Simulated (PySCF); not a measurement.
# CH2BN, charge −1, doublet, SMILES `[BH2-]C#N`: electronic structure

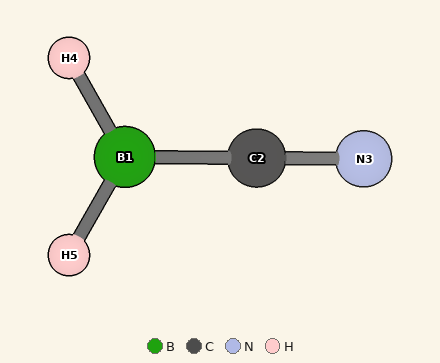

The molecule, with its atoms numbered as below. No frequency check shows the geometry to be a minimum.

Geometry (Å), atoms numbered from 1:

```
B1       1.3053   -0.0002    0.0000
C2      -0.1586    0.0004    0.0000
N3      -1.3467   -0.0002    0.0000
H4       1.9258   -1.0385    0.0000
H5       1.9258    1.0383    0.0000
```

Part 1: Bonding charge

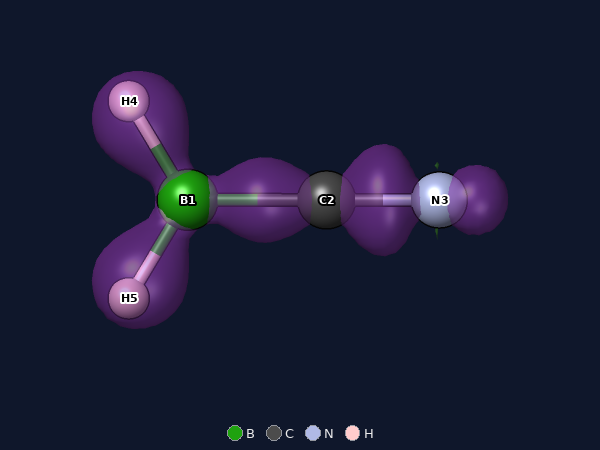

Deformation density (molecule less spherical, spin-averaged free atoms at the same positions), surfaces at ±0.17 e/Å³; purple: gain, green: loss.

PySCF calculation, ωB97X/def2-SVPD, gas phase; geometry: GFN2-xTB. The stability of the open-shell solution wasn't checked. GFN2-xTB doesn't know the spin state, so this open-shell geometry is rough.

How much density has each bond gained at its critical point, relative to the free atoms?

Answer. C2–N3: +0.86 e/Å³ at the bond critical point (bond length 1.19 Å). B1–C2: +0.36 e/Å³ at the bond critical point (bond length 1.46 Å). B1–H4 and B1–H5: +0.33 e/Å³ at the bond critical point (bond length 1.21 Å). In all, 1.6 electrons gather in the regions of gain relative to the promolecule of neutral atoms (this includes the anion's extra charge).

Where do the Hirshfeld charges lie?

Answer. The highest Hirshfeld charge is on C2 (−0.11 e), the lowest on N3 (−0.40 e).

```json
{"atom": "B1", "charge (e)": "−0.21"}
{"atom": "C2", "charge (e)": "−0.11"}
{"atom": "N3", "charge (e)": "−0.40"}
{"atom": "H4", "charge (e)": "−0.14"}
{"atom": "H5", "charge (e)": "−0.14"}
```

Part 2: Bond critical points

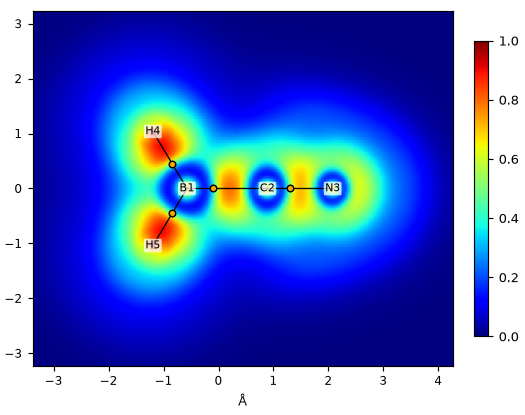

Localised orbital locator (LOL) in the molecular plane, with bond paths and bond critical points (dots).

What values does LOL take at the bond critical points in this plane?

Answer. C2–N3: about 0.50; B1–H4 and B1–H5: about 0.47; B1–C2: about 0.39. Values above 0.5 mark slow, localised electrons, as in shared pairs; low values at a critical point mark a polar or closed-shell contact whose critical point lies between the shells.

Where along B1–C2 does the critical point lie?

Answer. 0.48 Å from B1 and 0.98 Å from C2.

Part 3: Local ionisation energy

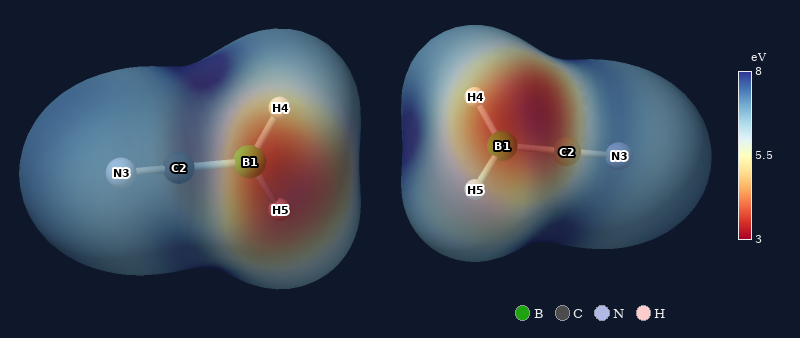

Average local ionisation energy on the surface of electron density 0.001 a.u. (back view left, front view right).

Where are the most loosely bound electrons on this surface?

Answer. The lowest value is 3.1 eV, off the molecular plane, over B1 (2.2 Å), and at like points elsewhere. Further minima include 6.6 eV, off the molecular plane, over N3 (2.0 Å), and at like points elsewhere. For comparison, the highest occupied orbital lies at −1.2 eV.

What volume does the surface enclose?

Answer. About 82 Å³.

Part 4: Spin density

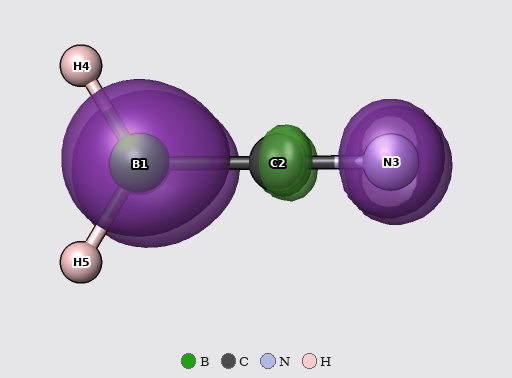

Spin density ρα − ρβ at ±0.05 e/Å³ (purple: excess α, green: excess β).

Give the atomic spin populations that go with this picture.

Answer. Hirshfeld spin populations: B1 +0.56, N3 +0.28, C2 +0.06 and H4 and H5 +0.05. ⟨S²⟩ = 0.77, against 0.75 for a pure state. The picture also shows regions of β spin from spin polarisation; the Hirshfeld sums, whose atoms overlap, net them against the α spin of neighbours.

Part 5: In an electric field

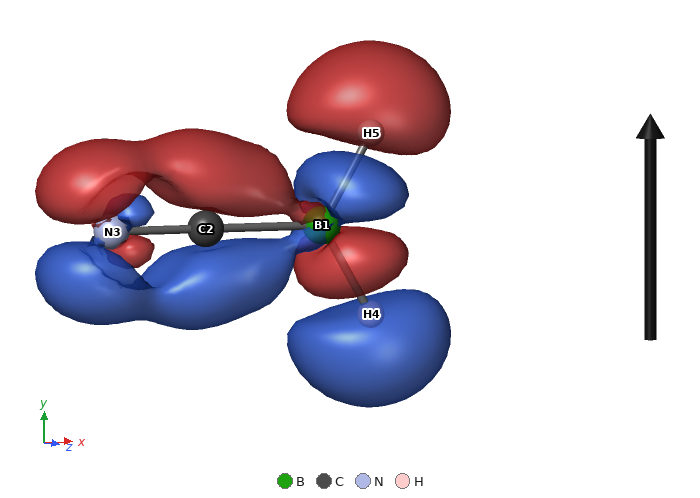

Change of the electron density in a uniform field of 0.15 V/Å along +y (arrow), surfaces at ±0.001 e/Å³ (blue: gain, red: loss).

Computed with PySCF, HF/6-31G*, geometry: GFN2-xTB. The stability of the open-shell solution wasn't checked. The basis has no diffuse functions, which an anion needs. GFN2-xTB doesn't know the spin state, so this open-shell geometry is rough.

What dipole is induced, and what polarisability does it imply?

Answer. The induced dipole is 0.16 D (along the field); α along this axis, from the fields in both directions, is 22 bohr³ (3.2 Å³).

Which atoms gain and lose the most charge?

Answer. Electrons gather most on H4 (Hirshfeld charge changes by −0.006 e) and leave H5 most (+0.006 e); 0.019 electrons are displaced in all.

Part 6: Removing or adding an electron

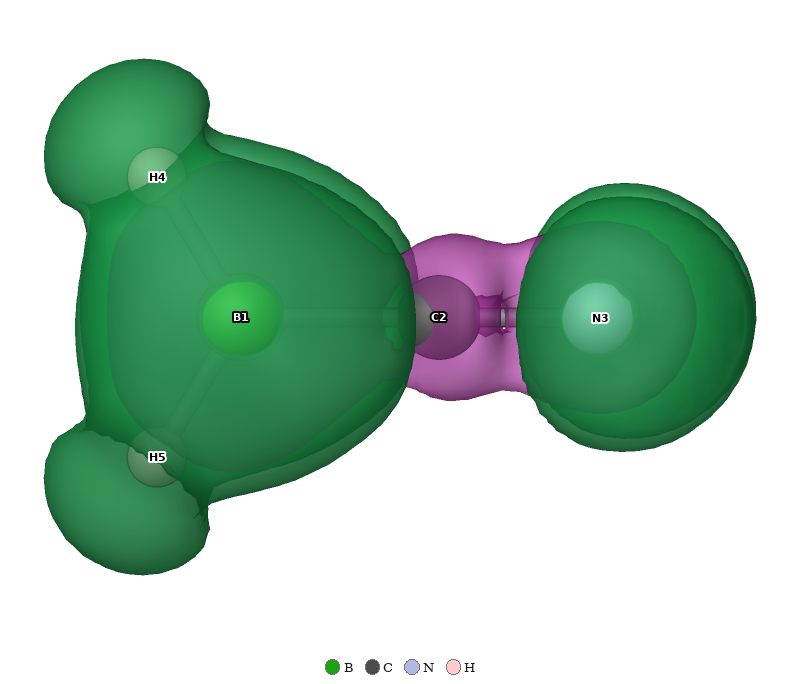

Fukui function f⁻ = ρ(N) − ρ(N−1) at fixed geometry, surfaces at ±0.015 e/Å³ (green positive, purple negative).

Level of theory: PBE/def2-SVPD (PySCF), at a geometry from GFN2-xTB. The highest occupied Kohn–Sham orbital has positive energy, a self-interaction fault of such functionals for anions. GFN2-xTB doesn't know the spin state, so this open-shell geometry is rough.

Which atoms respond most to the removal of an electron?

Answer. f⁻ (Hirshfeld-condensed) is largest on B1 (0.40) and N3 (0.25); the vertical detachment energy is 1.35 eV (to the singlet neutral species, which needn't be its lowest state). Condensed values hint at sites of electrophilic attack but needn't mark the atom that reacts. Orbital relaxation makes it negative in places (0.16 e in all).

```
atom     f⁻  charge
  B1  +0.40   −0.22
  C2  +0.13   −0.11
  N3  +0.25   −0.39
  H4  +0.11   −0.14
  H5  +0.11   −0.14
```

The PySCF runs shown took 5.7 s, 0.7 s and 6.8 s on 1 thread of Intel(R) Xeon(R) 6975P-C (Granite Rapids) (shared host).
